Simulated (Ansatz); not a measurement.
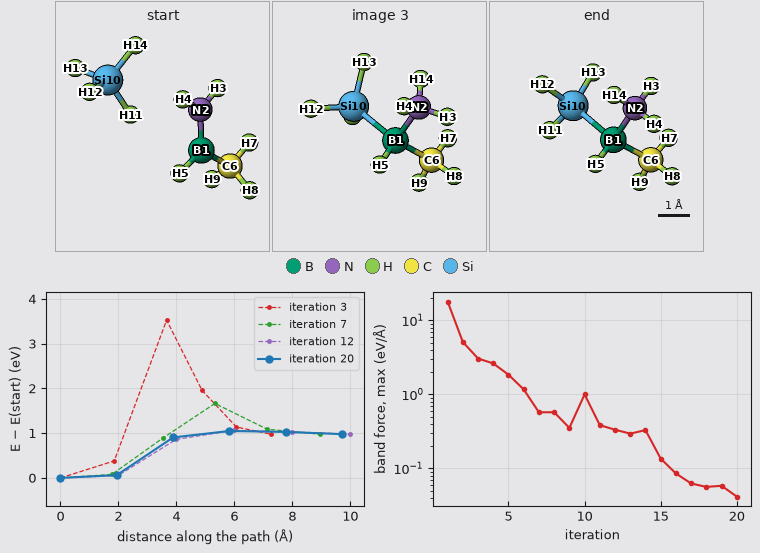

A search for the minimum-energy path of CH10BNSi, made up at the start of CH6BN and SiH4 by the nudged elastic band. Images are numbered from 0 (start) to 5 (end). The plot follows the band through its iterations. The picture is a ball-and-stick view, seen from a free direction.

Computed with RHF/6-31G* (Ansatz 0.2.0). Run with 4 movable images; no climbing image; force threshold 0.05 eV/Å; iteration limit 60; starting path through a guess of the saddle point.

How did the profile develop, and is the result final?

Answer. The run is converged, with reservations. The band converged in 20 iterations. The largest component of the band force went from 18 to 0.042 eV/Å. No image climbed, so the highest image needn't lie on the saddle point, and the true maximum along this path can be higher. The first iteration put the highest image at 9.37 eV. The energy climbs by 1.05 eV to image 3 and then falls by 0.07 eV, so the end point sits at +0.98 eV.

Limits of the set-up: the start holds two separate molecules, 3.5 Å apart at their closest, whose relative position is a soft coordinate and is computed without a dispersion correction; Hartree-Fock leaves out electron correlation.

Cost: 2.2 min on 1 thread of Arm Neoverse V2, on a shared host, peak memory 0.15 GiB.
